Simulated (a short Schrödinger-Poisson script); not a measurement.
Structure: MOS inversion layer, SiO2 on p-type Si(100), at 400 K.

| layer | material | thickness (nm) | Na (cm⁻³) |
|---|---|---|---|
| 1 | SiO2 | 3.8 | - |
| 2 | Si | 470 | 1.6e18 |

Constants are typed, rounded textbook-type inputs, not results; the design itself was drawn at random and stands for no fabricated device. SiO2: permittivity 3.9, conduction-band edge (eV) 3.15, gap (eV) 9, electron mass (mₑ) 0.5. Si: permittivity 11.7, conduction-band edge (eV) 0, gap (eV) 1.124, Nv at 300 K (cm⁻³) 3.1e19.

Channel valleys (confinement mass, in-plane density-of-states mass, number): Δ2 0.916, 0.19, 2; Δ4 0.19, 0.417, 4. At the gate the conduction-band edge of layer 1 lies 3.69 eV − eVg above the Fermi level of the channel; the field vanishes at the back. Gaps are held at their typed values at every temperature. Mesh 0.03 nm at interfaces.

Solved with a short Schrödinger-Poisson script written for these runs: 1D Poisson equation in equilibrium, electrons quantum, Hartree (BenDaniel-Duke, 12 states a valley, the channel's in-plane mass for all, wave functions ending at the dielectric), parabolic valleys, classical holes, full ionisation, no traps, pinning or gate leakage.

Only gate voltages with over 1e8 electrons/cm² are shown.

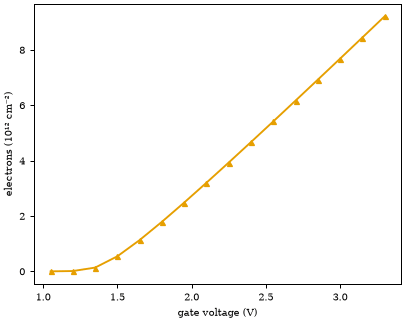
Fig. 1. Sheet density against gate voltage

```csv
Vg (V),electrons (cm⁻²),C (μF/cm²),Δ2 E0 (meV),Δ2 E1 (meV),Δ4 E0 (meV),Δ4 E1 (meV)
1.05,7.49e8,0.286,320.6,409.6,402.7,545.4
1.2,1.20e10,0.296,223.5,316.8,309.6,459.9
1.35,1.36e11,0.452,138.6,235.8,228.4,385.0
1.5,5.45e11,0.638,89.1,189.8,182.3,342.8
1.65,1.13e12,0.717,62.0,165.8,158.4,321.4
1.8,1.79e12,0.753,44.1,150.9,143.7,308.5
1.95,2.49e12,0.773,30.7,140.3,133.3,299.7
2.1,3.20e12,0.786,19.8,132.2,125.3,293.1
2.25,3.93e12,0.795,10.5,125.7,118.9,288.0
2.4,4.67e12,0.801,2.4,120.1,113.5,283.7
2.55,5.42e12,0.807,-5.0,115.3,108.8,280.1
2.7,6.17e12,0.811,-11.7,111.1,104.7,277.1
2.85,6.92e12,0.814,-18.0,107.3,101.0,274.4
3,7.68e12,0.817,-23.9,103.8,97.7,272.0
3.15,8.45e12,0.820,-29.6,100.6,94.6,269.8
3.3,9.21e12,0.822,-34.9,97.6,91.7,267.8
```

Subbands count from the Fermi level.
